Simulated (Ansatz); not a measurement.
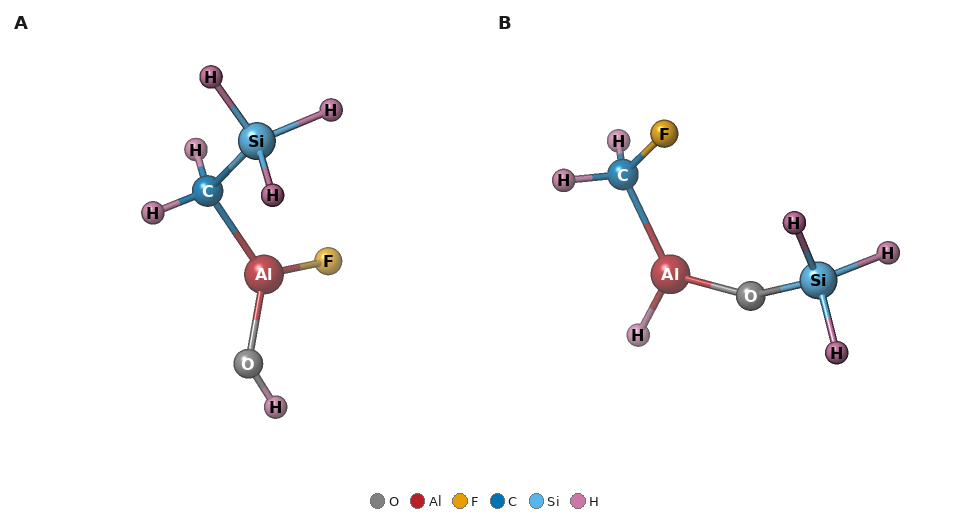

Distant atoms are faded towards the background colour. The computed structure is the end point of a PBE-D4/def2-SVP optimisation. No frequency run is at hand to confirm it as a minimum.

Can A be turned into B by a rotation alone?

Answer. No. They are constitutional isomers of CH6AlFOSi: A is [OH][Al]([F])[CH2][SiH3], B is F[CH2][AlH][O][SiH3]
